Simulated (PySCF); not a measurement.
# CH6Ge: the cost of one run

Programs: PySCF 2.14.0, with density-fitted response routines of our own. Each step states its level of theory. These are calculated values for one molecule in the gas phase, unless marked as measured. Atoms are numbered from 0 throughout.

## 1. The molecule as given

8 atoms, charge 0, multiplicity 1; geometry from: GFN2-xTB. The atoms were then displaced at random by about 0.03 Å, so the start is not that level's minimum.

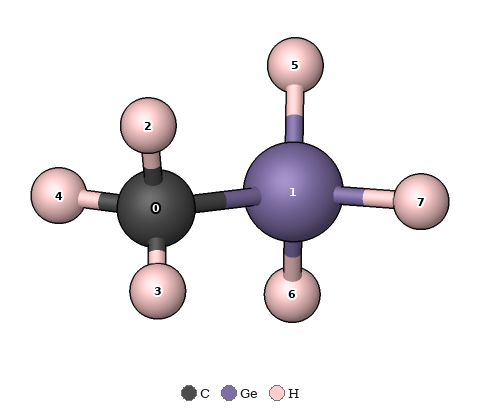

As it starts; carbon dark grey, germanium purple, hydrogen pink, atoms numbered.

## 2. Relaxing the molecule at PBE0-D3(BJ)/def2-SVP

The job: settings as JSON, then the geometry in Å.

```
{"job": {"xc": "PBE0", "basis": "def2-SVP", "d3": "d3bj", "grid": 1, "shake": 0.03, "kind": "geom"}, "charge": 0, "multiplicity": 1}
C     -0.968500    -0.194490     0.027850
Ge     0.898120     0.095260    -0.030600
H     -1.544990     0.572570     0.688220
H     -1.194830    -1.119440     0.312300
H     -1.466870     0.039220    -0.999410
H      1.283550     1.509720    -0.438800
H      1.580540    -0.838100    -0.993530
H      1.569320    -0.131580     1.301140
```

Command:

```console
> OMP_NUM_THREADS=1 python probes_run.py task.json out
```

One launch serves the whole session: the jobs run in the order shown.

Q: Estimate the wall time and peak memory of this first job on 1 thread of Arm Neoverse V1, shared host.

About 7.9 s, with a peak of 0.3 GiB.
